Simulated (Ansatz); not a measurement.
# Li2Cu: relaxing a made-up structure

This structure for Li2Cu is made up. Its elements were placed in a known structure type with a cell scaled to their sizes. What cell does the guess relax to, and how far off was it?

Method: DFT, PBE, plane-wave PAW, files of the set soft_1, scalar-relativistic, ferromagnetic start, cell and ions relaxed at zero pressure; PAW set soft_1, in Ansatz 0.2.0.

## (1) The structure

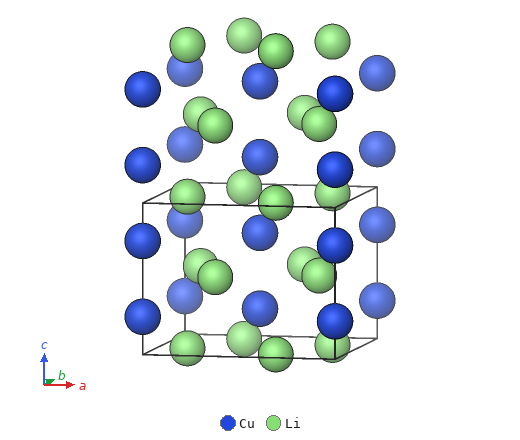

The cell as given, slightly off an axis (copper blue, lithium green). 1×1×2 cells are drawn. This picture shows the conventional cell, with its axes. Some periodic images of atoms are drawn too.

## (2) Relaxation of the guess

The guessed cell has no reason to be at equilibrium. It is relaxed with the atoms, within the space group of the guess.

Contents of input.yaml:

```yaml
crystal:
  lattice:
    - [-3.1355, 3.1355, 2.4285]
    - [3.1355, -3.1355, 2.4285]
    - [3.1355, 3.1355, -2.4285]
  atoms:
    - { symbol: Cu, position: [0.75, 0.75, 0.0], spin: 0.6 }
    - { symbol: Cu, position: [0.25, 0.25, 0.0], spin: 0.6 }
    - { symbol: Li, position: [0.8426, 0.6574, 0.5] }
    - { symbol: Li, position: [0.3426, 0.8426, 0.1852] }
    - { symbol: Li, position: [0.1574, 0.3426, 0.5] }
    - { symbol: Li, position: [0.6574, 0.1574, 0.8148] }
magnetization:
  spin_polarized: true
kpoints:
  mp_grid: { grid: [7, 7, 7] }
scf:
  occupations: { method: fermi_dirac, width: 0.05 }
hamiltonian:
  xc: pbe
  pseudopotentials: { kind: paw, azcp: { folder: soft_1 } }
relax:
  f_tol: 0.015
  max_steps: 70
  cell: {}
output:
  forces: true
  stress: true
```

The run is started by

```
$ ansatz run input.yaml --threads 4 --pin off --max-ram 10240MiB --backend cpu --events-out ev --progress --plain --runs-dir out
```

Numbers of over 12 decimals in the logs are rounded to 6 here.

Log:

```text
Engine: ansatz 0.2.0, aarch64-unknown-linux-gnu
Pseudopotentials: kind: paw
Pseudopotential: Cu, paw, valence charge 19, recommended cutoff 420 eV (normal), soft_1/Cu.paw.azcp
Pseudopotential: Li, paw, valence charge 3, recommended cutoff 420 eV (normal), soft_1/Li.paw.azcp
Functional definition: PBE
  parameter kappa = 0.804
  parameter beta = 0.066725
  exchange = pbe_x(kappa = kappa, mu = beta*pi^2/3)
  correlation = pbe_c(beta = beta)
Crystal: 6 atoms, lattice volume = 95.502 Å³
Basis set: ecut = 420 eV, 1857 PW (Γ), exchange–correlation on 72×72×72 points (8 copies of the dense FFT grid, shifted against one another)
Bands: 32, of which v1, the nominal top of the filled ones, is band 25 counted from 1 (24 counted from 0)
Symmetry: 16 space group operations
Space group: I4/mcm (ITA 140), of the structure as read, at distance tolerance 4.6e-5 Å
Magnetic group: BNS 140.541 (UNI 1201), of the structure as read, at distance tolerance 4.6e-5 Å
k-points: 40 of 343
Non-local potential: Cu, projectors of the file, l = 0: 3, l = 1: 2, l = 2: 3, l = 3: 1
Non-local potential: Li, projectors of the file, l = 0: 3, l = 1: 2, l = 2: 1
PAW form: soft (Blöchl's): semilocal exchange-correlation on the pseudo side does not see the compensation charge
PAW one-centre angular grid: Cu, 590 points (default); XC on 64 Gauss nodes
PAW one-centre angular grid: Li, 110 points (default); XC on 96 Gauss nodes
Initial density: superposition of atomic densities (chi_scale 0.1, normalization cell, long waves kept (reshape's long-wave potential 0.00 eV rms))
Starting moments: Σ|m| = 1.2 μB on 2 of 6 sites
Initial wavefunctions: pseudopotential atomic-orbital guess
Functional: x = pbe(κ = 0.804, μ = 0.219515), c = pbe(β = 0.066725)
SCF iter   1: F=—  HF=-14072.309159 eV  |F-HF|=—  |Δ(HF+E_count)|=         —  Δρ=1.17e-1 (↑1.17e-1 ↓1.11e-1)  dr2=4.19e1  dr2_m=2.54e-2  M=1.092 μB ∫|m|=1.105 μB  β_m=0.30  ethr=3.10e-3  ⟨swp⟩=6.4  Hψ=9581  notcnv=0  defer=1
preconditioner: auto → Kerker (q_TF=auto, 2.449 Å⁻¹)  [metal: Δε(μ)=0.008 eV  Ē_g=4.823 eV  σ=0.050 eV  W_gap=0.04  n_scr=16 (ndim 8)  ℏωp=19.4 eV  f_vac=0.000  D(μ)=6.74/eV (n_scr^D=70)]
spin=Collinear: Kerker preconditioning applied to the charge; magnetization (m = ρ↑ − ρ↓) channel mixes plain (no charge-response kernel on spin).
SCF iter   2: F=—  HF=-14070.998910 eV  |F-HF|=—  |Δ(HF+E_count)|=    1.31e0  Δρ=9.27e-2 (↑2.32e-2 ↓9.27e-2)  dr2=4.54e0  dr2_m=1.35e0  M=0.103 μB ∫|m|=0.132 μB  β_m=0.30  ethr=3.10e-3  ⟨swp⟩=3.2  Hψ=7189  notcnv=0  defer=74
SCF iter   3: F=—  HF=-14069.313962 eV  |F-HF|=—  |Δ(HF+E_count)|=    1.68e0  Δρ=3.19e-2 (↑2.48e-2 ↓3.19e-2)  dr2=2.32e-1  dr2_m=6.06e-1  M=0.119 μB ∫|m|=0.160 μB  β_m=0.30  ethr=3.10e-3  ⟨swp⟩=2.0  Hψ=5646  notcnv=0  defer=115
SCF iter   4: F=—  HF=-14069.298717 eV  |F-HF|=—  |Δ(HF+E_count)|=   1.52e-2  Δρ=3.11e-2 (↑3.11e-2 ↓9.20e-3)  dr2=5.34e-1  dr2_m=3.29e-1  M=0.093 μB ∫|m|=0.137 μB  β_m=0.30  ethr=4.64e-4  ⟨swp⟩=2.0  Hψ=5657  notcnv=0  defer=109
SCF iter   5: F=—  HF=-14069.301461 eV  |F-HF|=—  |Δ(HF+E_count)|=   2.74e-3  Δρ=2.88e-2 (↑3.67e-3 ↓2.88e-2)  dr2=4.92e-1  dr2_m=2.16e-1  M=0.045 μB ∫|m|=0.086 μB  β_m=0.30  ethr=4.64e-4  ⟨swp⟩=3.0  Hψ=4104  notcnv=0  defer=109
SCF iter   6: F=—  HF=-14069.281810 eV  |F-HF|=—  |Δ(HF+E_count)|=   1.97e-2  Δρ=1.97e-2 (↑3.77e-3 ↓1.97e-2)  dr2=2.03e-1  dr2_m=1.17e-1  M=0.036 μB ∫|m|=0.070 μB  β_m=0.30  ethr=4.64e-4  ⟨swp⟩=2.0  Hψ=3513  notcnv=0  defer=113
SCF iter   7: F=—  HF=-14069.248649 eV  |F-HF|=—  |Δ(HF+E_count)|=   3.32e-2  Δρ=1.06e-2 (↑1.06e-2 ↓6.40e-3)  dr2=9.48e-3  dr2_m=6.27e-2  M=0.032 μB ∫|m|=0.060 μB  β_m=0.30  ethr=4.06e-4  ⟨swp⟩=2.1  Hψ=3765  notcnv=0  defer=114
Mixer restart at iter 7: flushing history
spin-set hold released at iteration 7 (site moments contracting): the magnetisation degrees of freedom join the quasi-Newton model from the next iteration; the mixer history was flushed
SCF iter   8: F=—  HF=-14069.258401 eV  |F-HF|=—  |Δ(HF+E_count)|=   9.75e-3  Δρ=8.32e-3 (↑8.32e-3 ↓4.42e-3)  dr2=8.88e-3  dr2_m=3.53e-2  M=0.024 μB ∫|m|=0.048 μB  β_m=0.62  ethr=1.90e-5  ⟨swp⟩=1.4  Hψ=3500  notcnv=0  defer=110
SCF iter   9: F=—  HF=-14069.266786 eV  |F-HF|=—  |Δ(HF+E_count)|=   8.39e-3  Δρ=1.33e-3 (↑1.33e-3 ↓1.23e-3)  dr2=2.73e-3  dr2_m=8.71e-6  M=-0.001 μB ∫|m|=0.008 μB  β_m=0.57  ethr=1.78e-5  ⟨swp⟩=2.0  Hψ=3835  notcnv=0  defer=110
SCF iter  10: F=—  HF=-14069.266911 eV  |F-HF|=—  |Δ(HF+E_count)|=   1.25e-4  Δρ=6.32e-4 (↑5.62e-4 ↓6.32e-4)  dr2=1.11e-3  dr2_m=4.82e-6  M=-0.000 μB ∫|m|=0.006 μB  β_m=0.45  ethr=5.45e-6  ⟨swp⟩=2.2  Hψ=4343  notcnv=0  defer=110
SCF iter  11: F=—  HF=-14069.266817 eV  |F-HF|=—  |Δ(HF+E_count)|=   9.43e-5  Δρ=1.58e-4 (↑1.28e-4 ↓1.58e-4)  dr2=3.63e-5  dr2_m=3.60e-6  M=0.000 μB ∫|m|=0.006 μB  β_m=0.73  ethr=2.21e-6  ⟨swp⟩=2.0  Hψ=3158  notcnv=0  defer=110
SCF iter  12: F=—  HF=-14069.267014 eV  |F-HF|=—  |Δ(HF+E_count)|=   1.98e-4  Δρ=6.09e-5 (↑3.38e-5 ↓6.09e-5)  dr2=6.42e-6  dr2_m=9.49e-7  M=0.000 μB ∫|m|=0.003 μB  β_m=0.86  ethr=7.26e-8  ⟨swp⟩=2.0  Hψ=3495  notcnv=0  defer=110
SCF iter  13: F=—  HF=-14069.267013 eV  |F-HF|=—  |Δ(HF+E_count)|=   1.08e-6  Δρ=1.48e-5 (↑1.48e-5 ↓1.32e-5)  dr2=1.25e-6  dr2_m=7.35e-8  M=0.000 μB ∫|m|=0.001 μB  β_m=0.93  ethr=1.28e-8  ⟨swp⟩=2.0  Hψ=3413  notcnv=0  defer=110
SCF iter  14: F=—  HF=-14069.267013 eV  |F-HF|=—  |Δ(HF+E_count)|=   1.13e-7  Δρ=4.08e-6 (↑4.08e-6 ↓2.83e-6)  dr2=8.14e-8  dr2_m=1.74e-9  M=0.000 μB ∫|m|=0.000 μB  β_m=0.97  ethr=2.00e-10  ⟨swp⟩=2.1  Hψ=8326  notcnv=0
SCF iter  15: F=—  HF=-14069.267013 eV  |F-HF|=—  |Δ(HF+E_count)|=   1.45e-8  Δρ=9.09e-7 (↑5.77e-7 ↓9.09e-7)  dr2=1.67e-9  dr2_m=1.74e-10  M=0.000 μB ∫|m|=0.000 μB  β_m=0.98  ethr=1.63e-10  ⟨swp⟩=3.0  Hψ=5995  notcnv=0
SCF iter  16: F=-14069.267013 eV  HF=-14069.267013 eV  |F-HF|=9.64e-11  |Δ(HF+E_count)|=  5.22e-10  Δρ=3.84e-7 (↑2.39e-7 ↓3.84e-7)  dr2=2.90e-10  dr2_m=1.94e-11  M=0.000 μB ∫|m|=0.000 μB  ethr=3.35e-12  ⟨swp⟩=2.0  Hψ=4885  notcnv=0
WARN: the starting moments were not kept: the SCF closed with an absolute magnetisation of 2.1e-5 μB, where they sum to 1.2 μB in size (2 sites). That is at most 0.1 of that sum. Measured as dr2_m measures the in/out step, that magnetisation stands 1.5e-11 eV from none, at or under the dr2_threshold of 1.0e-7 eV: it is no larger than a step whose dr2_m would equal this threshold. The system may hold no moment; this S [...]
SCF 1 converged in 16 iterations: F = -14069.267013 eV  dr2 = 2.90e-10
[...]
the starting moments were not kept: the SCF closed with an absolute magnetisation of 2.3e-8 μB, where they sum to 1.2 μB in size (2 sites). That is at most 0.1 of that sum. Measured as dr2_m measures the in/out step, that magnetisation stands 3.5e-17 eV from none, at or under the dr2_threshold of 6.0e-11 eV: it is no larger than a step whose dr2_m would equal this threshold.
SCF 3 converged in 11 iterations: F = -14069.310128 eV  dr2 = 9.83e-12
relax step   3: F+E_penalty+E_count = -14069.31012801 eV  Δ(F+E_penalty+E_count) = -4.311e-2 eV  max|allowed force component| = 1.426e-2 eV/Å  Δτ_max = 0.0936 Å  P = -0.004 GPa  Ω = 96.357 Å³  energy of the carried Pulay correction = -1.368e-4 eV  (11 SCF iters, accepted)
[...]
relax step   4: F+E_penalty+E_count = -14069.31256343 eV  Δ(F+E_penalty+E_count) = -2.435e-3 eV  max|allowed force component| = 2.805e-3 eV/Å  Δτ_max = 0.0068 Å  P = -0.094 GPa  Ω = 96.200 Å³  energy of the carried Pulay correction = -1.117e-4 eV  (6 SCF iters, dr2 threshold 6.00e-7 eV, accepted)
[...]
relax step   5: F+E_penalty+E_count = -14069.31284875 eV  Δ(F+E_penalty+E_count) = -2.853e-4 eV  max|allowed force component| = 6.645e-4 eV/Å  Δτ_max = 0.0027 Å  P = +0.012 GPa  Ω = 95.774 Å³  energy of the carried Pulay correction = -4.362e-5 eV  (8 SCF iters, dr2 threshold 4.75e-8 eV, accepted)
Initial wavefunctions: pseudopotential atomic-orbital guess (no wavefunctions were taken with the density)
iter 1 solved again at ethr=5.09e-8 eV; its pass at ethr=3.10e-3 eV (dr2=2.54e-5 eV) is discarded
SCF iter   1: F=—  HF=-14069.309811 eV  |F-HF|=—  |Δ(HF+E_count)|=         —  Δρ=3.27e-4 (↑3.27e-4 ↓3.27e-4)  dr2=9.70e-6  dr2_m=2.63e-13  M=-0.000 μB ∫|m|=0.000 μB  β_m=0.30  ethr=5.09e-8  ⟨swp⟩=3.0  Hψ=16044  notcnv=0
preconditioner: auto → Kerker (q_TF=auto, 2.448 Å⁻¹)  [metal: Δε(μ)=0.059 eV  Ē_g=6.292 eV  σ=0.050 eV  W_gap=0.28  n_scr=16 (ndim 8)  ℏωp=19.3 eV  f_vac=0.000  D(μ)=1.81/eV (n_scr^D=12)]
spin=Collinear: Kerker preconditioning applied to the charge; magnetization (m = ρ↑ − ρ↓) channel mixes plain (no charge-response kernel on spin).
SCF iter   2: F=—  HF=-14069.311420 eV  |F-HF|=—  |Δ(HF+E_count)|=   1.61e-3  Δρ=2.30e-4 (↑2.30e-4 ↓2.30e-4)  dr2=4.37e-6  dr2_m=1.60e-13  M=-0.000 μB ∫|m|=0.000 μB  β_m=0.62  ethr=1.94e-8  ⟨swp⟩=1.2  Hψ=2582  notcnv=0
SCF iter   3: F=—  HF=-14069.312896 eV  |F-HF|=—  |Δ(HF+E_count)|=   1.48e-3  Δρ=4.35e-5 (↑4.35e-5 ↓4.35e-5)  dr2=2.84e-6  dr2_m=1.62e-14  M=-0.000 μB ∫|m|=0.000 μB  β_m=0.46  ethr=8.74e-9  ⟨swp⟩=2.0  Hψ=3598  notcnv=0
SCF iter   4: F=—  HF=-14069.312909 eV  |F-HF|=—  |Δ(HF+E_count)|=   1.34e-5  Δρ=9.03e-6 (↑9.03e-6 ↓9.03e-6)  dr2=5.43e-8  dr2_m=1.30e-14  M=-0.000 μB ∫|m|=0.000 μB  β_m=0.50  ethr=5.69e-9  ⟨swp⟩=2.0  Hψ=3386  notcnv=0
SCF iter   5: F=—  HF=-14069.312911 eV  |F-HF|=—  |Δ(HF+E_count)|=   2.05e-6  Δρ=1.32e-6 (↑1.32e-6 ↓1.32e-6)  dr2=1.85e-8  dr2_m=4.37e-15  M=-0.000 μB ∫|m|=0.000 μB  β_m=0.72  ethr=1.09e-10  ⟨swp⟩=1.6  Hψ=2742  notcnv=0
SCF iter   6: F=—  HF=-14069.312911 eV  |F-HF|=—  |Δ(HF+E_count)|=   1.98e-9  Δρ=3.54e-7 (↑3.54e-7 ↓3.53e-7)  dr2=8.49e-10  dr2_m=1.57e-16  M=0.000 μB ∫|m|=0.000 μB  β_m=0.86  ethr=3.69e-11  ⟨swp⟩=1.9  Hψ=2894  notcnv=0
SCF iter   7: F=—  HF=-14069.312899 eV  |F-HF|=—  |Δ(HF+E_count)|=   1.20e-5  Δρ=6.45e-7 (↑6.45e-7 ↓6.45e-7)  dr2=3.27e-9  dr2_m=1.09e-16  M=0.000 μB ∫|m|=0.000 μB  β_m=0.86  ethr=1.70e-12  ⟨swp⟩=2.4  Hψ=3994  notcnv=0
SCF iter   8: F=-14069.312899 eV  HF=-14069.312899 eV  |F-HF|=4.55e-11  |Δ(HF+E_count)|=  5.42e-10  Δρ=1.21e-7 (↑1.21e-7 ↓1.21e-7)  dr2=3.34e-11  dr2_m=1.04e-18  M=0.000 μB ∫|m|=0.000 μB  ethr=1.00e-12  ⟨swp⟩=2.0  Hψ=8476  notcnv=0
the starting moments were not kept: the SCF closed with an absolute magnetisation of 3.3e-9 μB, where they sum to 1.2 μB in size (2 sites). That is at most 0.1 of that sum. Measured as dr2_m measures the in/out step, that magnetisation stands 7.9e-19 eV from none, at or under the dr2_threshold of 6.0e-11 eV: it is no larger than a step whose dr2_m would equal this threshold.
SCF 6 converged in 8 iterations: F = -14069.312899 eV  dr2 = 3.34e-11
  greatest PAW one-centre occupation: 1.000 electrons in one spin orbital (limit 2), on the Li atom at site 4 (counted from 0), in its partial waves of l = 0
relax step   6: F+E_penalty+E_count = -14069.31289891 eV  Δ(F+E_penalty+E_count) = -5.016e-5 eV  max|allowed force component| = 6.703e-4 eV/Å  Δτ_max = 0.0000 Å  P = +0.011 GPa  Ω = 95.774 Å³  stress off target by 2.06e-2 GPa  SCF on the basis re-selected at this cell (its energy is not comparable with the rows above)  (8 SCF iters)
basis re-selected at this cell: Δ(F+E_penalty+E_count) = -5.016e-5 eV, ΔP = -0.001 GPa vs the last step (what re-selecting the basis moved, of the pressure what is left beyond the Pulay correction that the steps carried, after the strain that the cell walked since its last selection, with what the two solves' SCF thresholds leave and, on support functions, any second-order correction that the steps lacked; it is no m [...]
SCF converged after 8 iterations
Magnetization: 0.0000 μB (25.0000 up, 25.0000 down)
Absolute magnetization: 0.0000 μB (∫|ρ↑−ρ↓|, with the PAW one-centre terms)
Spin contamination: 0.0000 ħ² per cell (⟨S²⟩ above its minimum at these occupations)
Per-site moments (μB) at R_I (Å): [(-1.5107743086841638e-10, 1.021154), (-1.510773054641115e-10, 1.021154), (1.8990121651040424e-10, 1.083744), (1.8990115486408806e-10, 1.083744), (1.8990103263940176e-10, 1.083744), (1.8990093734790005e-10, 1.083744)]
Free energy (F): -14069.312899 eV
Harris-Foulkes:  -14069.312899 eV  (|F-HF|=4.55e-11)
Internal energy: -14069.297247 eV  (E = F + TS)
E sigma→0 (E₀):  -14069.305073 eV
Entropy (-TS):   -0.015652 eV (-2.609 meV/atom)
Fermi energy:    4.962137 eV
--- Per-component energies (eV) ---
  E_band       = -1478.413567
  E_kinetic    = 591.207697
  E_local      = -14081.295894  (includes V_loc(G=0)·N_el)
  E_nonlocal   = 1706.628606
  E_hartree    = 6047.018904
  E_xc         = -170.793831
  E_vxc        = -220.307034  (∫ρ·V_xc dr)
  E_paw        = -3734.371900  (= ΣΔE_a)
  E_vpaw       = -1568.688226  (= ΣTr[D̂ρ^β])
  E_aug_tail   = 0.002939  (compensation charges beyond the density's cutoff)
  E_ewald      = -4427.693767
  E_smearing   = -0.015652  (= −TS)
  E_closure    = -0.000000  (closes the sum)
  Σ components = -14069.312899   (vs F -14069.312899, Δ=0.00e0)
--- Forces (eV/Å), atoms counted from 1 ---
  atom   1  Cu    -0.00000000     0.00000000    -0.00000000
  atom   2  Cu    -0.00000000     0.00000000     0.00000000
  atom   3  Li    -0.00067026     0.00067026     0.00000000
  atom   4  Li     0.00067026     0.00067026     0.00000000
  atom   5  Li     0.00067026    -0.00067026    -0.00000000
  atom   6  Li    -0.00067026    -0.00067026     0.00000000
  max |Σ_I F_I| component: 8.67e-18 eV/Å
--- Stress (GPa, compression-positive) ---
        0.005669      -0.000000      -0.000000
       -0.000000       0.005669       0.000000
       -0.000000       0.000000       0.020612
  P = ⅓ Tr σ = 0.0107 GPa (0.107 kbar)
--- Relaxed structure (5 steps of the walk, 4 accepted, 1 SCFs on fresh bases) ---
  F+E_penalty+E_count = -14069.31289891 eV   max|allowed force component| = 6.703e-4 eV/Å   (the final SCF, on the basis selected at the relaxed cell)
  cell:  # Å, volume = 95.7736 Å³
    - [-3.109992, 3.109992, 2.475524]
    - [3.109992, -3.109992, 2.475524]
    - [3.109992, 3.109992, -2.475524]
  atoms:
    - { symbol: Cu, position: [0.75, 0.75, -3.7459810350054615e-19] }
    - { symbol: Cu, position: [0.25, 0.25, -3.7459810350054625e-19] }
    - { symbol: Li, position: [0.833106, 0.666894, 0.5] }
    - { symbol: Li, position: [0.333106, 0.833106, 0.166212] }
    - { symbol: Li, position: [0.166894, 0.333106, 0.5] }
    - { symbol: Li, position: [0.666894, 0.166894, 0.833788] }
```

Wall time 21 s (4 threads of Arm Neoverse V2, shared host); peak memory 0.52 GiB; 81 s of CPU time.

Step by step:

```
step  energy less that of the first step (eV)  largest force component (eV/Å)  pressure (GPa)  volume (Å³)
   1                                   0.0000                          0.1596           -0.02        95.50
   2                                   0.0102                          0.1517            0.29        97.62
   3                                  -0.0431                          0.0143            0.00        96.36
   4                                  -0.0455                          0.0028           -0.09        96.20
   5                                  -0.0458                          0.0007            0.01        95.77
  6*                                  -0.0459                          0.0007            0.01        95.77
```

Relaxation steps marked * repeat the geometry before them on a plane-wave basis chosen anew for their cell, so energy and pressure can jump there. Relaxation step 2 was tried and not accepted.

The run keeps the 16 symmetry operations that it works with, so distortions that break them were not tested.

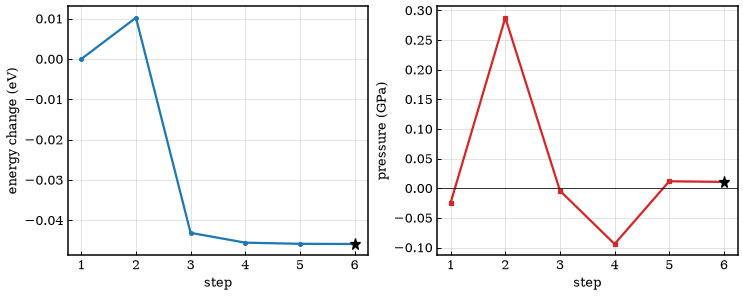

Energy and pressure along the relaxation. Stars mark steps on a basis chosen anew.

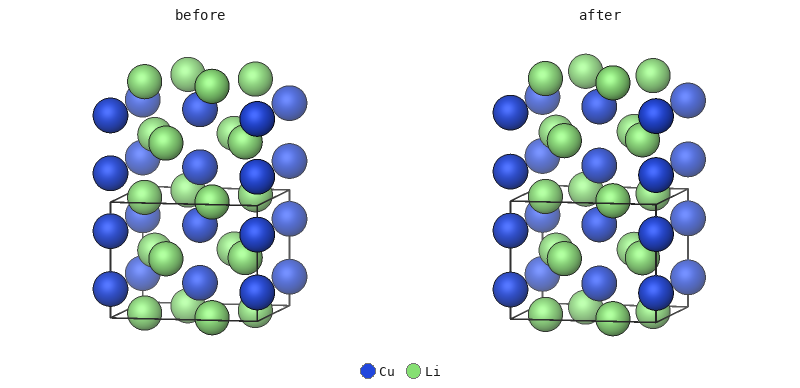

The structure before and after the relaxation, drawn at the same scale.

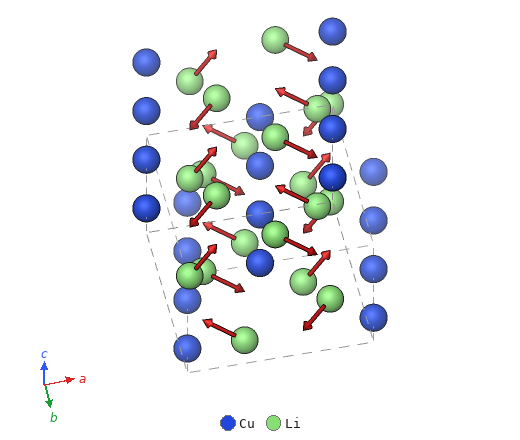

Displacements in the relaxation, exaggerated, measured against the changing cell; the longest in the cell stands for 0.08 Å. 1×1×2 conventional cells are drawn. Some periodic images of atoms are drawn too.

```
conventional cell, symmetrised  before  after  change
                         a (Å)   6.271  6.220  -0.8 %
                         b (Å)   6.271  6.220  -0.8 %
                         c (Å)   4.857  4.951  +1.9 %
              volume (Å³/atom)   15.92  15.96  +0.3 %
```

The atoms that moved most (Å, as changes of fractional coordinates times the final cell):

```
atom      dx      dy     dz  length
 Li4  -0.059  -0.059  0.000   0.084
 Li5  -0.059   0.059  0.000   0.084
 Li6   0.059   0.059  0.000   0.084
 Li3   0.059  -0.059  0.000   0.084
```

Final coordinates:

```
Cu Li
1.0
    -3.10999    3.10999    2.47552
     3.10999   -3.10999    2.47552
     3.10999    3.10999   -2.47552
Cu Li
2 4
Direct
  0.75000 0.75000 0.00000
  0.25000 0.25000 0.00000
  0.83311 0.66689 0.50000
  0.33311 0.83311 0.16621
  0.16689 0.33311 0.50000
  0.66689 0.16689 0.83379
```

This step gave:

```
free energy             : -14069.3129 eV
energy at zero smearing : -14069.3051 eV
smearing term TS        : 0.01565 eV
Fermi energy            : 4.962 eV
electrons               : 50
symmetry operations     : 16
pressure                : 0.01065 GPa
```

Shortest distances by pair of elements, guess and relaxed (not always the same contact):

```
 pair  guess (Å)  relaxed (Å)
Cu–Cu      2.428        2.476
Cu–Li      2.658        2.627
Li–Li      2.792        2.875
```

The relaxation ends with a largest force component of 6.7e-4 eV/Å and a pressure of 0.01 GPa. The starting moments have collapsed: the run ends non-magnetic.

## (3) Outcome

| Item | Value |
| --- | --- |
| space group, relaxed | I4/mcm |
| conventional cell | a = 6.220, b = 6.220, c = 4.951 Å; α = 90.0°, β = 90.0°, γ = 90.0° |
| volume per atom | 15.96 Å³ (guess 15.92) |
| total moment | 0.00 μB in the cell of 6 atoms |

**Reading.** Li2Cu relaxes to I4/mcm with a = 6.220, b = 6.220 and c = 4.951 Å. The guessed volume was near the relaxed one. The space group I4/mcm was held in the relaxation, so the end point is a stationary structure within it and may be a saddle against distortions or other arrangements. The moments died out from this one start and weren't seeded again at the relaxed cell. Mesh and cutoff weren't tested. No dispersion term is used, so weakly bound directions may come out too long. Nothing here tests whether the compound is stable against decomposition.

[Logs are printed without paths, hosts, clocks, repeated set-up lines and the standing remarks that a program may print on its own settings, such as how far it seeks lower states.]

[Hosts, paths, dates, database ids (printed as entryN), source tags and the programs' standing remarks are cut or masked in the printed files.]
